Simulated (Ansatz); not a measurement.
**Run report: Si, single-point calculation (part 1 of 2)**

Si (slab, 5 atoms in the cell), computed with DFT LDA, scalar-relativistic, plane waves, PAW, spin-polarised (Ansatz 0.2.0).

The structure derives from an entry of the Crystallography Open Database. Figures and captions count atoms from 1; the log counts them from 0 in places.

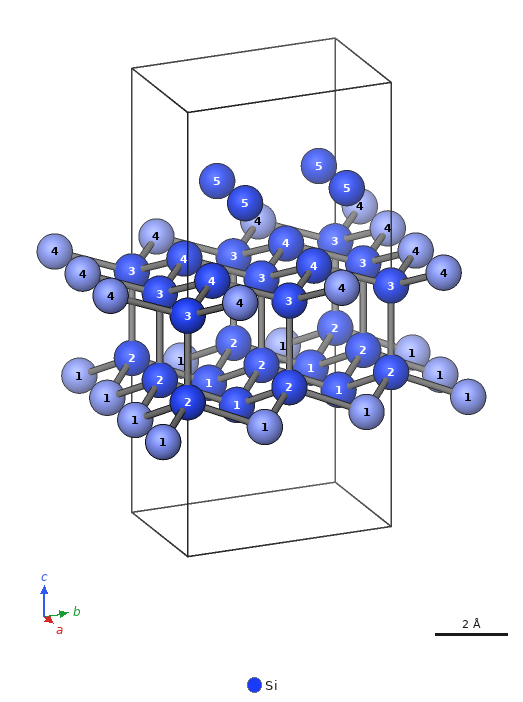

**Figure 1.** The input geometry (ball-and-stick view of the 2 × 2 repeat of the cell, with the vacuum cut short, seen slightly off an axis; neighbours outside the cell are drawn fainter; atoms are numbered from 1 in the order of the input).

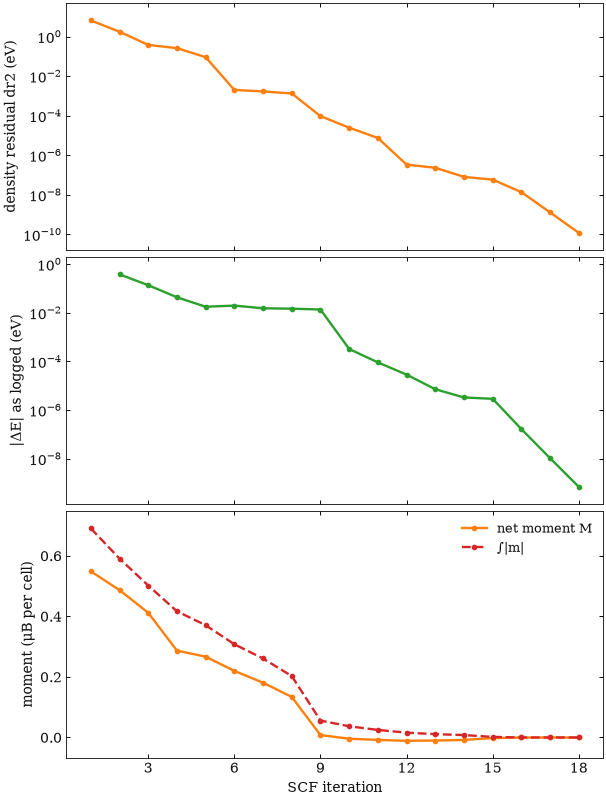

**Figure 2.** Convergence of the self-consistent field: density residual dr2, size of the energy change and magnetic moment against the SCF iteration. The residual falls at every step. The net moment goes from 0.5 to 0.0 μB per cell, and ∫|m| falls to zero.

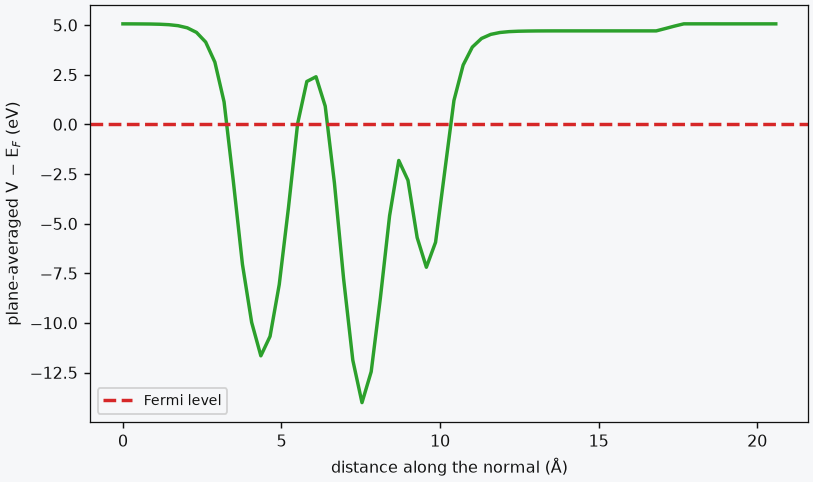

**Figure 3.** Plane average of the electrostatic potential energy of an electron across the cell, from the Fermi level. The vacuum level lies 4.71 eV above the Fermi level on the upper side and 5.07 eV on the lower.

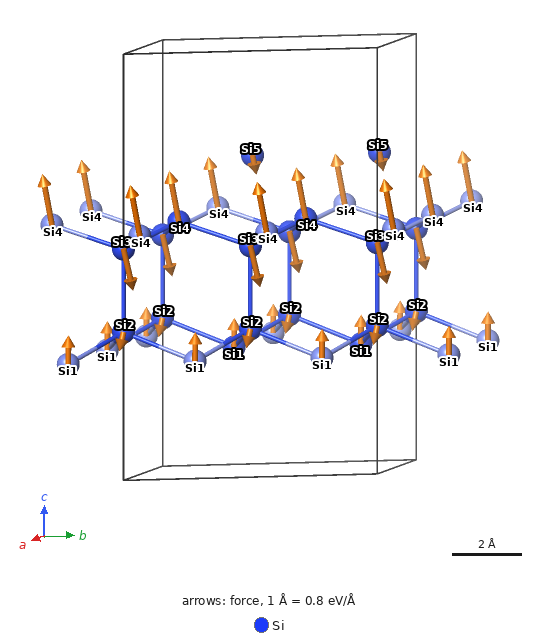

**Figure 4.** Forces on the atoms as orange arrows (ball-and-stick view of the 1 × 2 repeat of the cell, with the vacuum cut short, seen slightly off an axis; neighbours outside the cell are drawn fainter; atoms are numbered from 1 in the order of the input). The largest act on Si4 (1.27 eV/Å); Si3 (1.05 eV/Å); Si1 (0.69 eV/Å); Si5 (0.48 eV/Å), among others. The geometry is not a stationary point of this energy.

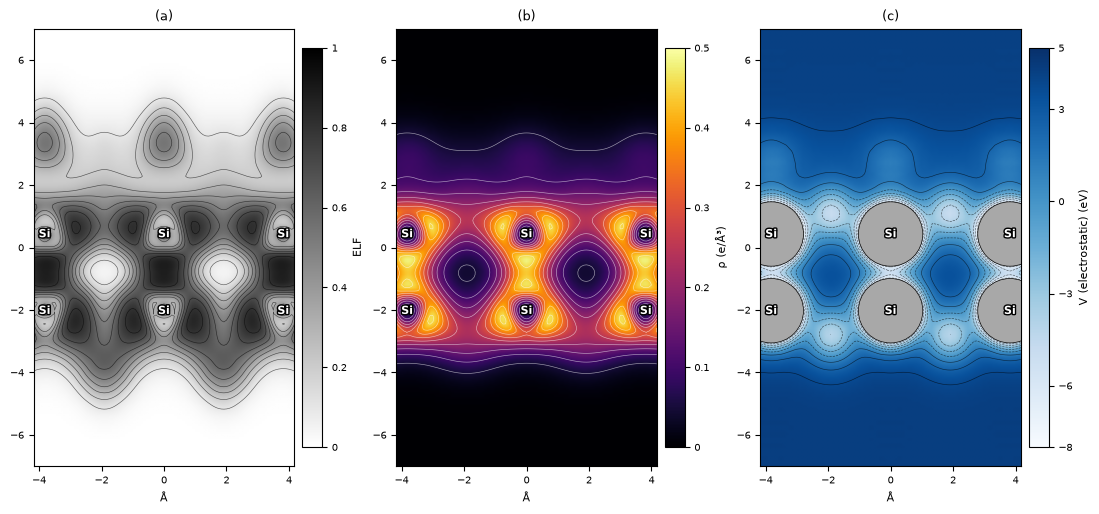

**Figure 5.** (a) ELF; (b) valence pseudo-density; (c) electrostatic potential energy of an electron on the (11̄0) plane of the calculation cell, a cut from vacuum to vacuum. Grey discs, where drawn, cover atomic cores. Atoms in the plane: Si. Si–Si (2.46 Å): ρ at the midpoint is about 0.44 e/Å³, a local maximum along the line; the ELF peaks at about 0.90 between the atoms (localised, shared-pair bonding). The density dies away to nearly zero in the vacuum. The fields are those of the smooth PAW valence density.

These pictures come from the run below.

## Input file
```yaml
crystal:
  lattice:
    - [3.8197534856, 0.0, 0.0]
    - [-1.9098767428, 3.3080035547, 0.0]
    - [0.0, 0.0, 20.8774703619]
  atoms:
    - { symbol: Si, position: [0.3333333333, 0.6666666667, 0.1915940931] }
    - { symbol: Si, position: [0.0, 0.0, 0.2289407592] }
    - { symbol: Si, position: [0.0, 0.0, 0.3465910495] }
    - { symbol: Si, position: [0.6666666667, 0.3333333333, 0.3773191975] }
    - { symbol: Si, position: [1.2222222222, -0.2222222222, 0.4601836427], spin: 2.0 }
basis:
  ecutwfc: 420
kpoints:
  mp_grid: { grid: [9, 9, 1] }
hamiltonian:
  xc: lda
scf:
  occupations: { method: gaussian, width: 0.05 }
output:
  forces: true
  eigenvalues: true
  populations: true
  write_density: true
  write_potential: true
  elf: true
  volumetric_format: npy
magnetization:
  spin_polarized: true
efield:
  axis: 3
  dipole_correction: true
  ramp_width: 0.04
```

Launch command:
```bash
ansatz run input.yaml --threads 1 --pin off --max-ram 3072MiB --backend cpu --events-out ev --progress --plain --runs-dir out
```

## The program's output
```
Engine: ansatz 0.2.0, x86_64-unknown-linux-gnu
Pseudopotentials: kind: paw
Pseudopotential: Si, paw, valence charge 4, recommended cutoff 420 eV (normal), Si.paw.azcp
Functional definition: SPW92
  exchange = slater_x
  correlation = pw_c
Crystal: 5 atoms, lattice volume = 263.803 Å³
Basis set: ecut = 420 eV, 5169 PW (Γ)
Bands: 16, of which v1, the nominal top of the filled ones, is band 10 counted from 1 (9 counted from 0)
Symmetry: 2 space group operations
k-points: 25 of 81 (time reversal used)
Non-local potential: Si, projectors of the file, l = 0: 2, l = 1: 2, l = 2: 2
PAW form: soft (Blöchl's): semilocal exchange-correlation on the pseudo side does not see the compensation charge
PAW frozen core: Si, regenerated for the run's functional, and the local potential with it (the file was generated under x = pbe(κ = 0.804, μ = 0.2195149727645171), c = pbe(β = 0.06672455060314922))
PAW one-centre angular grid: Si, 110 points (default); XC on 64 Gauss nodes
Initial density: superposition of atomic densities (neutral atoms: chi_scale 0, normalization atom)
Starting moments: Σ|m| = 2 μB on 1 of 5 sites
Initial wavefunctions: pseudopotential atomic-orbital guess
Functional: x = slater, c = lda
```
